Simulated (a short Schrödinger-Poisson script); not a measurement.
Stack: symmetric double-gate stack, Al2O3 on p-type Si(100), at 150 K.

```csv
layer,material,thickness (nm),Na (cm⁻³)
1,Al2O3,1.7,-
2,Si,10,7e17
3,Al2O3,1.7,-
```

The device is made up for the run: typed textbook-type constants, with dimensions and the other settings drawn at random. Al2O3: permittivity 9, conduction-band edge (eV) 2.7, gap (eV) 6.8, electron mass (mₑ) 0.3. Si: permittivity 11.7, conduction-band edge (eV) 0, gap (eV) 1.124, Nv at 300 K (cm⁻³) 3.1e19.

Channel valleys (confinement mass, in-plane density-of-states mass, number): Δ2 0.916, 0.19, 2; Δ4 0.19, 0.417, 4. At the gates, both at one voltage, the conduction-band edge of layer 1 lies 2.91 eV − eVg above the Fermi level of the channel. Gaps are held at their typed values at every temperature. Mesh 0.03 nm at interfaces.

Solved with a short Schrödinger-Poisson script written for these runs: 1D Poisson equation in equilibrium, electrons quantum, Hartree (BenDaniel-Duke, 12 states a valley, the channel's in-plane mass for all, wave functions free to enter the dielectric), parabolic valleys, classical holes, full ionisation, no traps, pinning or gate leakage.

Only gate voltages with over 1e8 electrons/cm² are shown.

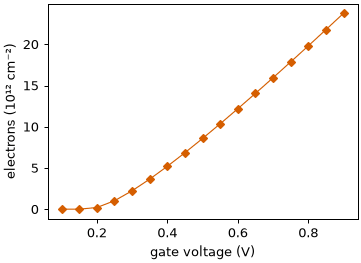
Fig. 1. Sheet density against gate voltage

| Vg (V) | electrons (cm⁻²) | C (μF/cm²) | Δ2 E0 (meV) | Δ2 E1 (meV) | Δ4 E0 (meV) | Δ4 E1 (meV) |
|---|---|---|---|---|---|---|
| 0.1 | 1.57e8 | < 0.003 | 137.5 | 147.4 | 150.8 | 200.5 |
| 0.15 | 7.35e9 | 0.0926 | 87.8 | 97.6 | 101.1 | 150.7 |
| 0.2 | 2.02e11 | 1.62 | 45.0 | 54.0 | 58.3 | 107.0 |
| 0.25 | 1.02e12 | 3.42 | 23.9 | 30.2 | 37.7 | 83.2 |
| 0.3 | 2.23e12 | 4.26 | 12.9 | 16.6 | 28.6 | 70.2 |
| 0.35 | 3.65e12 | 4.79 | 4.8 | 6.9 | 23.3 | 61.6 |
| 0.4 | 5.20e12 | 5.15 | -2.1 | -0.8 | 19.9 | 55.3 |
| 0.45 | 6.85e12 | 5.42 | -8.2 | -7.4 | 17.3 | 50.4 |
| 0.5 | 8.58e12 | 5.62 | -13.9 | -13.4 | 15.1 | 46.2 |
| 0.55 | 1.04e13 | 5.78 | -19.2 | -18.9 | 13.3 | 42.5 |
| 0.6 | 1.22e13 | 5.91 | -24.3 | -24.1 | 11.7 | 39.2 |
| 0.65 | 1.40e13 | 6.02 | -29.3 | -29.2 | 10.2 | 36.2 |
| 0.7 | 1.59e13 | 6.11 | -34.1 | -34.0 | 8.7 | 33.3 |
| 0.75 | 1.79e13 | 6.20 | -38.8 | -38.7 | 7.4 | 30.6 |
| 0.8 | 1.98e13 | 6.27 | -43.4 | -43.4 | 6.0 | 28.1 |
| 0.85 | 2.18e13 | 6.33 | -47.9 | -47.9 | 4.8 | 25.6 |
| 0.9 | 2.38e13 | 6.40 | -52.4 | -52.4 | 3.5 | 23.2 |

Subbands count from the Fermi level. The capacitance is that of both gates.
